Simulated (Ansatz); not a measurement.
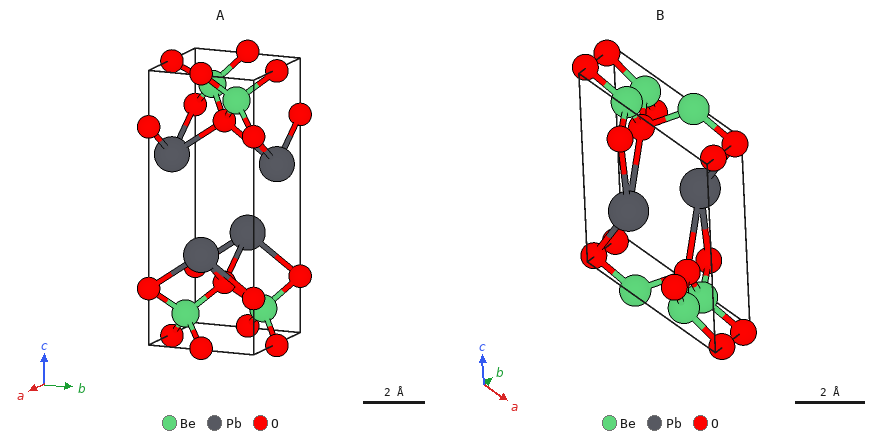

Two structures of Be$_{2}$PbO$_{3}$, each relaxed to rest (conventional cells in solid outline, small ones repeated, not to one scale). Method: DFT, PBEsol, plane waves, PAW (Ansatz), without spin polarisation.

> Give the type and space group of each.

A: 12 atoms a cell on a primitive tetragonal lattice, P-42_1m. B: 12 atoms a cell on a primitive triclinic lattice, P-1.

> What is the energy order of the two?

A is lower, by 45 meV/atom at this level of theory (energies at zero smearing). Volumes: A 11.3, B 11.1 Å³/atom.

One or both may be structure types tried for this composition rather than known phases.
